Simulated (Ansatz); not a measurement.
**Nudged elastic band, with input and output: AlHCl$_{3}$F**

AlHCl$_{3}$F, computed with UKS BLYP-D4/cc-pVDZ (Ansatz 0.2.0).

It belongs to a series of runs on one base structure; here: band between the two ends. Figures and captions count atoms from 1; the log counts them from 0 in places.

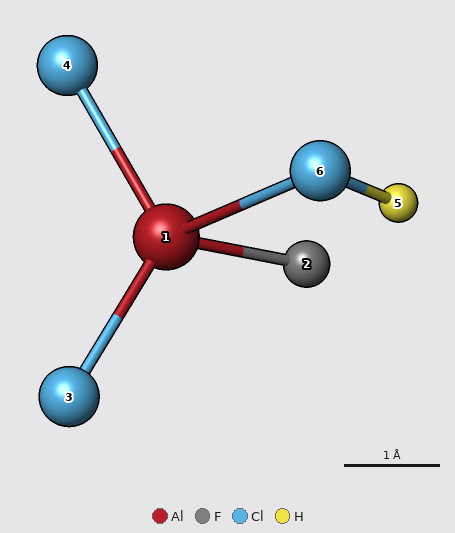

The starting structure (ball-and-stick view, seen at a tilt; atoms are numbered from 1 in the order of the input). Sticks mark near contacts. Bond lengths as drawn: Al–Cl 2.13 to 2.63 Å, Al–F 1.72 Å and Cl–H 1.32 Å.

## The input
```yaml
crystal:
  periodic: [false, false, false]
  atoms:
    - { symbol: Al, position_ang: [-0.544418, -0.395357, 0.272685] }
    - { symbol: F, position_ang: [-1.058363, 1.166333, -0.222131] }
    - { symbol: Cl, position_ang: [-0.94756, -2.028806, -1.028558] }
    - { symbol: Cl, position_ang: [-0.208553, -0.715926, 2.348359] }
    - { symbol: H, position_ang: [0.975361, 1.498587, -0.794345] }
    - { symbol: Cl, position_ang: [1.783633, 0.475068, -0.57611] }
magnetization:
  spin_polarized: true
basis:
  gaussian: { orbitals: cc-pVDZ }
hamiltonian:
  xc: blyp
  dispersion: d4
neb:
  order_check: false
  images: 6
  f_tol: 0.05
  max_iterations: 60
  climbing: false
  final_atoms:
    - { symbol: Al, position_ang: [-0.03227797, -0.55164409, 0.22126516] }
    - { symbol: F, position_ang: [-0.69620887, 1.28405235, -0.34801156] }
    - { symbol: Cl, position_ang: [-1.05793411, -1.90828597, -1.05499366] }
    - { symbol: Cl, position_ang: [-0.31623848, -0.59298279, 2.32819483] }
    - { symbol: H, position_ang: [0.21000069, 1.53493293, -0.63982924] }
    - { symbol: Cl, position_ang: [1.89275874, 0.23382657, -0.50672553] }
  initial_path:
    images:
      - { positions_ang: [[-0.544418, -0.395357, 0.272685], [-1.058363, 1.166333, -0.222131], [-0.94756, -2.028806, -1.028558], [-0.208553, -0.715926, 2.348359], [0.975361, 1.498587, -0.794345], [1.783633, 0.475068, -0.57611]] }
      - { positions_ang: [[-0.47552375, -0.46554629, 0.28602788], [-0.97863319, 1.20738931, -0.25560563], [-0.95684204, -1.98079879, -1.05730248], [-0.2142659, -0.66247655, 2.3418778], [0.80833358, 1.44277366, -0.73886009], [1.8170313, 0.45855765, -0.57623748]] }
      - { positions_ang: [[-0.4066295, -0.53573557, 0.29937076], [-0.89890338, 1.24844563, -0.28908025], [-0.96612408, -1.93279158, -1.08604696], [-0.21997881, -0.6090271, 2.33539659], [0.64130616, 1.38696032, -0.68337519], [1.8504296, 0.44204729, -0.57636495]] }
      - { positions_ang: [[-0.33773524, -0.60592486, 0.31271364], [-0.81917356, 1.28950194, -0.32255488], [-0.97540612, -1.88478436, -1.11479145], [-0.22569171, -0.55557765, 2.32891539], [0.47427874, 1.33114699, -0.62789028], [1.88382789, 0.42553694, -0.57649243]] }
      - { positions_ang: [[-0.26457238, -0.62825158, 0.30536795], [-0.76743726, 1.30631899, -0.34053781], [-0.99117385, -1.86756722, -1.11856797], [-0.24107535, -0.53801433, 2.3260348], [0.36494156, 1.33633926, -0.6058166], [1.89941729, 0.39107388, -0.56658036]] }
      - { positions_ang: [[-0.18714091, -0.60271575, 0.27733369], [-0.74369446, 1.29889678, -0.34302906], [-1.01342727, -1.88114013, -1.09737653], [-0.26612972, -0.55633715, 2.32675481], [0.3132946, 1.40253715, -0.61715415], [1.89719777, 0.33865811, -0.54662875]] }
      - { positions_ang: [[-0.10970944, -0.57717992, 0.24929943], [-0.71995167, 1.29147456, -0.34552031], [-1.03568069, -1.89471305, -1.0761851], [-0.2911841, -0.57465997, 2.32747482], [0.26164764, 1.46873504, -0.62849169], [1.89497826, 0.28624234, -0.52667714]] }
      - { positions_ang: [[-0.03227797, -0.55164409, 0.22126516], [-0.69620887, 1.28405235, -0.34801156], [-1.05793411, -1.90828597, -1.05499366], [-0.31623848, -0.59298279, 2.32819483], [0.21000069, 1.53493293, -0.63982924], [1.89275874, 0.23382657, -0.50672553]] }
```

Launch command:
```bash
ansatz run input.yaml --threads 2 --pin off --max-ram 3072MiB --backend cpu --events-out ev --progress --plain --runs-dir out
```

## Output
```
Engine: ansatz 0.2.0, x86_64-unknown-linux-gnu
Functional definition: BLYP
  parameter beta = 0.0042
  parameter a = 0.04918
  parameter b = 0.132
  parameter c = 0.2533
  parameter d = 0.349
  exchange = b88_x(beta = beta)
  correlation = lyp_c(a = a, b = b, c = c, d = d)
1239 factors; their error is unknown
mean field evaluation 1: about -46900.6088 eV, gradient 3.0e1 eV
mean field evaluation 2: about -46885.4672 eV, gradient 7.5e1 eV
mean field evaluation 4: about -46903.8218 eV, gradient 3.0e0 eV
mean field evaluation 8: about -46903.8653 eV, gradient 4.0e-2 eV
mean field evaluation 16: about -46903.7806 eV, gradient 2.4e-5 eV
mean field -46903.78064844 eV, -1723.6821463059 hartree, gradient 2.4e-5 eV, S^2 0.000000; 0 other end points of the search recorded, 0 dependent functions left out
the calculation of the forces begins
reference -46903.78099371 eV, -1723.6821589942 hartree; 37, 37 occupied and 54, 54 virtual orbitals, 1239 factors
1239 factors; their error is unknown
mean field -46903.82277704 eV, -1723.6836945033 hartree, gradient 3.6e-5 eV, S^2 0.000000; 0 other end points of the search recorded, 0 dependent functions left out
[... from here on the field's lines of each further geometry are left out, up to the last ...]
NEB iter   1: max|band force component| = 3.420e0 eV/Å  barrier→ = 0.7914 eV  barrier← = 0.8409 eV  Δτ_max = 0.2000 Å  (212 SCF iters)
NEB iter   2: max|band force component| = 1.967e0 eV/Å  barrier→ = 0.3825 eV  barrier← = 0.4320 eV  Δτ_max = 0.2000 Å  (181 SCF iters)
NEB iter   3: max|band force component| = 5.918e0 eV/Å  barrier→ = 0.7220 eV  barrier← = 0.7715 eV  Δτ_max = 0.0715 Å  (177 SCF iters)
NEB iter   4: max|band force component| = 3.677e0 eV/Å  barrier→ = 0.4758 eV  barrier← = 0.5253 eV  Δτ_max = 0.1987 Å  (164 SCF iters)
NEB iter   5: max|band force component| = 1.127e0 eV/Å  barrier→ = 0.0924 eV  barrier← = 0.1419 eV  Δτ_max = 0.0260 Å  (172 SCF iters)
NEB iter   6: max|band force component| = 4.599e-1 eV/Å  barrier→ = 0.0829 eV  barrier← = 0.1324 eV  Δτ_max = 0.0177 Å  (164 SCF iters)
NEB iter   7: max|band force component| = 8.455e-2 eV/Å  barrier→ = 0.0819 eV  barrier← = 0.1314 eV  Δτ_max = 0.0064 Å  (152 SCF iters)
the calculation of the forces begins
reference -46903.80518835 eV, -1723.6830481307 hartree; 37, 37 occupied and 54, 54 virtual orbitals, 1239 factors
1239 factors; their error is unknown
mean field -46903.69222631 eV, -1723.6788968523 hartree, gradient 1.0e-5 eV, S^2 0.000000; 1 other end points of the search recorded, 0 dependent functions left out
the calculation of the forces begins
reference -46903.69256647 eV, -1723.6789093532 hartree; 37, 37 occupied and 54, 54 virtual orbitals, 1239 factors
NEB iter   8: max|band force component| = 1.691e-2 eV/Å  barrier→ = 0.0818 eV  barrier← = 0.1313 eV  Δτ_max = 0.0000 Å  (298 SCF iters)
```

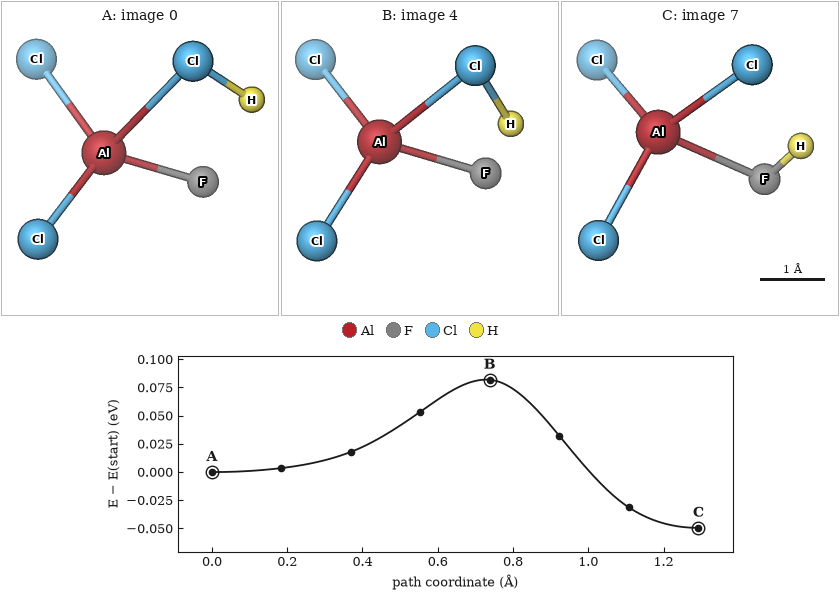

Images of the last band (counted from 0; ball-and-stick, seen at a tilt) above the energy along the path; the line is a cubic interpolation that uses the forces. The highest image is number 4, 0.082 eV above the start and 0.131 eV above the end; the end lies 0.049 eV below the start. The path is 1.29 Å long. The band converged in 8 iterations.

```
Total energy: -46904.08642981 eV, -1723.6933835640 hartree
Atom 0 at    -0.270268    -0.446442     0.232602 Å, force     0.012419    -0.004876    -0.000526 eV/Å
Atom 1 at    -0.733387     1.247198    -0.324122 Å, force     0.007328     0.009712    -0.005732 eV/Å
Atom 2 at    -1.004801    -1.961780    -1.057727 Å, force    -0.001549     0.001175     0.001234 eV/Å
Atom 3 at    -0.261068    -0.638538     2.345373 Å, force    -0.001568    -0.000015    -0.001151 eV/Å
Atom 4 at     0.496718     1.320875    -0.621972 Å, force    -0.020983     0.000300     0.004175 eV/Å
Atom 5 at     1.772905     0.478586    -0.574253 Å, force     0.004353    -0.006297     0.002000 eV/Å
Dipole moment:     0.160353     0.249910    -0.132284 e Å
this run last wrote the band of iteration 8 to [file]
```

## The last band as extended XYZ (Å, eV, eV/Å)
```
6
Properties=species:S:1:pos:R:3:forces:R:3 image=0 energy=-46904.16793
Al   -0.5444   -0.3954    0.2727   -0.0008  -0.0033   0.0004
F    -1.0584    1.1663   -0.2221   -0.0015   0.0095  -0.0022
Cl   -0.9476   -2.0288   -1.0286    0.0015  -0.0028  -0.0008
Cl   -0.2086   -0.7159    2.3484    0.0023  -0.0012   0.0013
H     0.9754    1.4986   -0.7943    0.0010  -0.0044   0.0006
Cl    1.7836    0.4751   -0.5761   -0.0024   0.0022   0.0008
6
Properties=species:S:1:pos:R:3:forces:R:3 image=1 energy=-46904.16441
Al   -0.5037   -0.3990    0.2652   -0.0119   0.0035   0.0014
F    -0.9738    1.1843   -0.2468   -0.0183  -0.0065   0.0056
Cl   -0.9553   -2.0157   -1.0378    0.0030  -0.0021   0.0034
Cl   -0.2141   -0.6992    2.3488    0.0020  -0.0049  -0.0009
H     0.8518    1.4295   -0.7423    0.0276   0.0123  -0.0105
Cl    1.7951    0.5000   -0.5872   -0.0023  -0.0023   0.0010
6
Properties=species:S:1:pos:R:3:forces:R:3 image=2 energy=-46904.15009
Al   -0.4458   -0.4068    0.2557   -0.0512   0.0220   0.0027
F    -0.8885    1.2004   -0.2720   -0.0615  -0.0164   0.0197
Cl   -0.9696   -1.9962   -1.0501    0.0102  -0.0144   0.0067
Cl   -0.2257   -0.6745    2.3498    0.0092  -0.0167   0.0012
H     0.7364    1.3617   -0.6905    0.0858   0.0255  -0.0288
Cl    1.7933    0.5153   -0.5930    0.0076   0.0000  -0.0015
6
Properties=species:S:1:pos:R:3:forces:R:3 image=3 energy=-46904.11452
Al   -0.3597   -0.4219    0.2427   -0.1159   0.0347   0.0119
F    -0.8080    1.2180   -0.2966   -0.0965  -0.0351   0.0345
Cl   -0.9867   -1.9772   -1.0567    0.0199  -0.0205   0.0020
Cl   -0.2421   -0.6534    2.3482    0.0208  -0.0196   0.0048
H     0.6192    1.3206   -0.6488    0.1605   0.0146  -0.0409
Cl    1.7774    0.5137   -0.5889    0.0112   0.0259  -0.0123
6
Properties=species:S:1:pos:R:3:forces:R:3 image=4 energy=-46904.08609
Al   -0.2703   -0.4464    0.2326    0.0124  -0.0049  -0.0005
F    -0.7334    1.2472   -0.3241    0.0073   0.0097  -0.0057
Cl   -1.0048   -1.9618   -1.0577   -0.0015   0.0012   0.0012
Cl   -0.2611   -0.6385    2.3454   -0.0016   0.0000  -0.0012
H     0.4967    1.3209   -0.6220   -0.0210   0.0003   0.0042
Cl    1.7729    0.4786   -0.5743    0.0044  -0.0063   0.0020
6
Properties=species:S:1:pos:R:3:forces:R:3 image=5 energy=-46904.13574
Al   -0.1841   -0.4802    0.2268    0.2045  -0.0809  -0.0128
F    -0.6856    1.2794   -0.3468    0.0907   0.0700  -0.0477
Cl   -1.0257   -1.9460   -1.0568   -0.0285   0.0257   0.0021
Cl   -0.2826   -0.6244    2.3420   -0.0301   0.0215  -0.0079
H     0.3825    1.3629   -0.6133   -0.2815   0.1009   0.0224
Cl    1.7956    0.4081   -0.5520    0.0449  -0.1371   0.0438
6
Properties=species:S:1:pos:R:3:forces:R:3 image=6 energy=-46904.19931
Al   -0.0980   -0.5203    0.2235    0.1074  -0.0490  -0.0038
F    -0.6812    1.2934   -0.3530   -0.0042   0.0144  -0.0052
Cl   -1.0453   -1.9271   -1.0556   -0.0161   0.0186   0.0012
Cl   -0.3031   -0.6085    2.3360   -0.0173   0.0150  -0.0073
H     0.2909    1.4390   -0.6226   -0.1160   0.0936  -0.0111
Cl    1.8368    0.3234   -0.5284    0.0462  -0.0926   0.0262
6
Properties=species:S:1:pos:R:3:forces:R:3 image=7 energy=-46904.21743
Al   -0.0323   -0.5516    0.2213    0.0070  -0.0087  -0.0015
F    -0.6962    1.2841   -0.3480    0.0001   0.0036   0.0041
Cl   -1.0579   -1.9083   -1.0550   -0.0017  -0.0015  -0.0026
Cl   -0.3162   -0.5930    2.3282    0.0002   0.0022   0.0022
H     0.2100    1.5349   -0.6398    0.0043   0.0019  -0.0065
Cl    1.8928    0.2338   -0.5067   -0.0099   0.0025   0.0043
```

## Key numbers

| quantity | value |
| --- | --- |
| outcome | converged |
| barrier, forward | 0.082 eV |
| barrier, backward | 0.131 eV |
| hardware | 2 threads of Intel Xeon (Granite Rapids), 16 GiB of memory available, shared host |
| wall time | 83 s (CPU time 2.7 min) |
| peak memory | 0.2 GiB |

## Notes

The order of the saddle point was not checked.
